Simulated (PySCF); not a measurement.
# PdOH₂: triplet, from a PBE0 minimum start

Aim: relax PdOH₂ as a triplet from a PBE0 minimum start, check by its vibrations whether the end is a minimum, and collect its spectrum and constants.

The runs use PySCF 2.14.0; PBE0, basis Pd def2-TZVP with ECP28, O def2-TZVP, H def2-TZVP, scalar-relativistic core potentials, no spin–orbit coupling, density fitting.

### Step 1. The starting structure

4 atoms, charge 0, spin multiplicity 3.

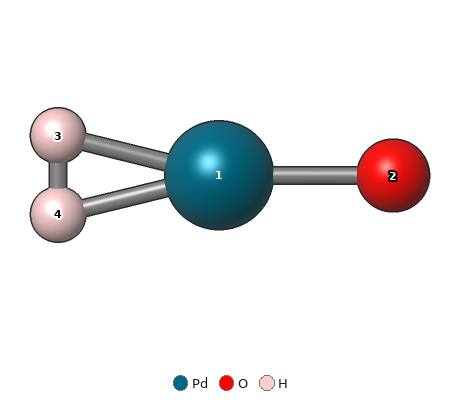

As it starts; palladium blue, oxygen red, hydrogen pink; atoms are numbered from 1 in the order of the file.

```xyz
4
charge 0 multiplicity 3
Pd   -0.2091    0.0000    0.0000
O     1.6244    0.0000    0.0000
H    -1.9036    0.4171    0.0000
H    -1.9036   -0.4171    0.0000
```

### Step 2. The SCF at the typed geometry

One driver script runs all steps and calls PySCF; scf.py shows how it sets up the SCF of each step. The optimiser is the driver's own. After this first run the driver tries any further starts and a stability analysis.

The input, scf.py:

```python
from pyscf import gto, scf, dft
mol = gto.M(atom='''
Pd    -0.209110    -0.000000     0.000000
O      1.624420     0.000000     0.000000
H     -1.903570     0.417100     0.000000
H     -1.903570    -0.417100     0.000000''',
    basis={'Pd': 'def2-TZVP', 'O': 'def2-TZVP', 'H': 'def2-TZVP'},
    ecp={'Pd': 'def2-TZVP'},
    charge=0, spin=2)
mf = dft.UKS(mol, xc='PBE0')
mf.grids.atom_grid = (50, 194)
aux = {'Pd': 'def2-universal-JKFIT', 'O': 'def2-universal-JKFIT', 'H': 'def2-universal-JKFIT'}
mf = mf.density_fit(auxbasis=aux)
mf.conv_tol = 1e-08
mf.diis_space = 10
mf.max_cycle = 60
mf.init_guess = 'minao'
mf.verbose = 4
mf.kernel()
```

Run with:

```sh
OMP_NUM_THREADS=2 python axn.py task.json out
```

What it wrote:

```text
init E= -194.622278146924
[... the frontier-level lines of each cycle are left out ...]
cycle= 1 E= -202.652912592935  delta_E= -8.03  |g|= 2.09  |ddm|= 3.37
cycle= 2 E= -186.318121029885  delta_E= 16.3  |g|= 4.29  |ddm|= 10.7
cycle= 3 E= -203.350820188892  delta_E=  -17  |g|= 1.34  |ddm|= 10.7
cycle= 4 E= -203.593385566296  delta_E= -0.243  |g|= 1.16  |ddm|= 1.76
cycle= 5 E= -204.087623843858  delta_E= -0.494  |g|= 0.368  |ddm|= 1.15
cycle= 6 E= -204.150429566072  delta_E= -0.0628  |g|= 0.0896  |ddm|= 0.276
cycle= 7 E= -204.153771554979  delta_E= -0.00334  |g|= 0.0319  |ddm|= 0.072
cycle= 8 E= -204.154189699837  delta_E= -0.000418  |g|= 0.0168  |ddm|= 0.0314
cycle= 9 E= -204.154284847513  delta_E= -9.51e-05  |g|= 0.0105  |ddm|= 0.0122
cycle= 10 E= -204.154337990604  delta_E= -5.31e-05  |g|= 0.0046  |ddm|= 0.00937
cycle= 11 E= -204.154360223368  delta_E= -2.22e-05  |g|= 0.000987  |ddm|= 0.00919
cycle= 12 E= -204.154364419951  delta_E= -4.2e-06  |g|= 0.00105  |ddm|= 0.00371
cycle= 13 E= -204.154367091548  delta_E= -2.67e-06  |g|= 0.000764  |ddm|= 0.00431
cycle= 14 E= -204.154367551987  delta_E= -4.6e-07  |g|= 0.000112  |ddm|= 0.00195
cycle= 15 E= -204.154367557765  delta_E= -5.78e-09  |g|= 1.51e-05  |ddm|= 0.000117
Extra cycle  E= -204.154367557362  delta_E= 4.04e-10  |g|= 4.13e-05  |ddm|= 4.31e-05
converged SCF energy = -204.154367557362  <S^2> = 2.0173041  2S+1 = 3.011514
```

This step, with its further starts and checks, ran for 20 s (2 threads of Arm Neoverse N1, shared host).

The starts that the driver tried:

```csv
start,energy (Eh)
the minimal-basis guess,-204.154368
a thermally smeared density,-204.164646
a smeared PBE density,-204.164646
```

The first run landed in a state that is too high. Following the other starts and the instabilities gains 27.0 kJ/mol (-204.16465 Eh), and the work goes on from there.

### Step 3. Relaxation: PBE0 minimum start, triplet

The program finds C2v symmetry in the start, which this walk keeps. The walk stops when the largest gradient is under 0.0003 Eh/bohr and the energy has settled too.

Edit scf.py of step 2 so:

```diff
@@ -3 +3 @@
-Pd    -0.209110    -0.000000     0.000000
+Pd    -0.209110     0.000000     0.000000
@@ -17 +16,0 @@
-mf.init_guess = 'minao'
```

The optimiser's trace:

```csv
step,energy (Eh),change (kJ/mol),largest symmetric gradient (Eh/bohr)
0,-204.164646,0.00,0.00009
```

The walk took 2.1 s.

It settles in C2v symmetry, 0.0 kJ/mol below the start, after 0 steps: H–H 0.834 Å, Pd–H 1.745 Å (×2), Pd–O 1.834 Å; H–H–Pd 76.2° (×2), H–Pd–H 27.7°, H–Pd–O 166.2° (×2).

### Step 4. Frequencies

The point is checked on the finer grid, and tightened if its gradient asks for it. The Hessian and the dipole derivatives come from central differences of analytic gradients, with steps of 0.02 bohr.

Edit scf.py of step 3 so:

```diff
@@ -11 +11 @@
-mf.grids.atom_grid = (50, 194)
+mf.grids.atom_grid = (75, 302)
@@ -14 +14 @@
-mf.conv_tol = 1e-08
+mf.conv_tol = 1e-10
```

The driver hands on the density of the step before, so the log starts near convergence.

Log of the central SCF (cycles and frontier levels):

```text
init E= -204.16462046784
[... the frontier-level lines of each cycle are left out ...]
cycle= 1 E= -204.16462046784  delta_E= -2.84e-13  |g|= 9.88e-07  |ddm|= 1.33e-06
Extra cycle  E= -204.164620467837  delta_E= 2.96e-12  |g|= 2.71e-06  |ddm|= 2.05e-06
converged SCF energy = -204.164620467837  <S^2> = 2.0082175  2S+1 = 3.0054733
```

The whole step took 70 s.

Geometry: C2v; H–H 0.834 Å, Pd–H 1.745 Å (×2), Pd–O 1.834 Å; H–H–Pd 76.2° (×2), H–Pd–H 27.7°, H–Pd–O 166.2° (×2).

Modes, for the most abundant isotopes:

| symmetry | ω (cm⁻¹) | IR (km/mol) | μ (u) |
| --- | --- | --- | --- |
| b1 | 340 | 0.1 | 1.18 |
| b2 | 361 | 0.5 | 1.18 |
| a1 | 606 | 9.7 | 17.99 |
| a1 | 1015 | 138 | 1.02 |
| b2 | 1570 | 1.1 | 1.01 |
| a1 | 3187 | 179 | 1.01 |

Every mode is real; the point is a minimum.

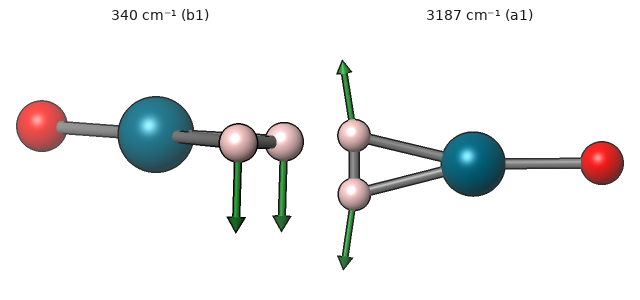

How the atoms move in 2 of the modes.

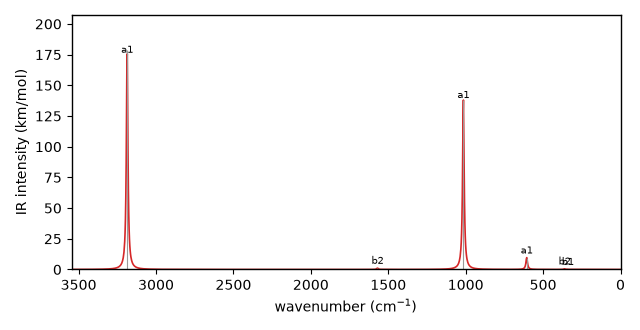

The harmonic infrared spectrum (widths in cm⁻¹). Lines are broadened to a width of 12 cm⁻¹ (Lorentzian).

Properties at this point:

- Dipole moment: 3.84 D
- Highest occupied level: -6.83 eV
- Lowest empty level: -3.81 eV
- Rotational constants: 48.07, 0.3114, 0.3094 cm⁻¹
- Zero-point energy: 42.3 kJ/mol
- Principal polarisabilities: 24.7, 34.3, 54.9 bohr³
- Atomisation energy without zero-point energy: 753 kJ/mol
- Principal traceless quadrupole moments about the centre of mass: -2.77, 0.63, 2.14 D Å
- Entropy at 298.15 K and 1 bar (electronic part: spin only): 261.7 J/(mol K)
- Heat capacity Cp at 298.15 K: 52.4 J/(mol K)
- Enthalpy at 298.15 K above 0 K: 12.32 kJ/mol
- Rotational symmetry number: 2
- Spin squared ⟨S²⟩: 2.008

Charges (e) and bond orders:

```csv
atom,Mulliken,Löwdin,polar tensor,spin (Mulliken),Mayer order to Pd1
Pd1,0.32,0.06,0.23,0.87,–
O2,-0.44,-0.26,-0.40,1.16,1.12
"H3,4",0.06,0.10,0.09,-0.01,0.36
```

Outer orbital energies (eV). α occupied: -11.44, -11.01, -10.49, -8.67, -8.67, -8.26, -7.48, -7.37; empty: -0.68, -0.09, 0.14, 1.28. β occupied: -23.60, -15.18, -10.05, -9.25, -9.13, -8.15, -8.15, -6.83; empty: -3.81, -2.93, -0.42, 0.62.

Mulliken populations on Pd1 (outside its core potential): s 2.46, p 6.19, d 9.02, f 0.00.

### Step 5. Results

```
                                          quantity                                                                                              value
                                           minimum                                                                                       triplet, C2v
                                          geometry  H–H 0.834 Å, Pd–H 1.745 Å (×2), Pd–O 1.834 Å; H–H–Pd 76.2° (×2), H–Pd–H 27.7°, H–Pd–O 166.2° (×2)
                                wavenumbers (cm⁻¹)                                      340 (b1), 361 (b2), 606 (a1), 1015 (a1), 1570 (b2), 3187 (a1)
                                     dipole moment                                                                                             3.84 D
highest occupied, lowest empty level (either spin)                                                                                    -6.83, -3.81 eV
                        polar-tensor charge of Pd1                                                                                            +0.23 e
                                 zero-point energy                                                                                        42.3 kJ/mol
                               entropy at 298.15 K                                                                                    261.7 J/(mol K)
         atomisation energy (no zero-point energy)                                                                                         753 kJ/mol
                                              ⟨S²⟩                                                                                              2.008
```

What this shows: The PBE0 minimum start keeps its C2v symmetry and ends in a minimum. The strongest infrared band lies at 3187 cm⁻¹ (a1). Most of the spin sits on O2 (Mulliken spin 1.16, against 2 for the whole molecule). The first SCF alone would have been 27 kJ/mol too high. Other starts or spin states, not run here, may lie lower. Open d and f shells are described by one determinant, and the ground state may have another occupation or spin.

The search up to here took 92 s.
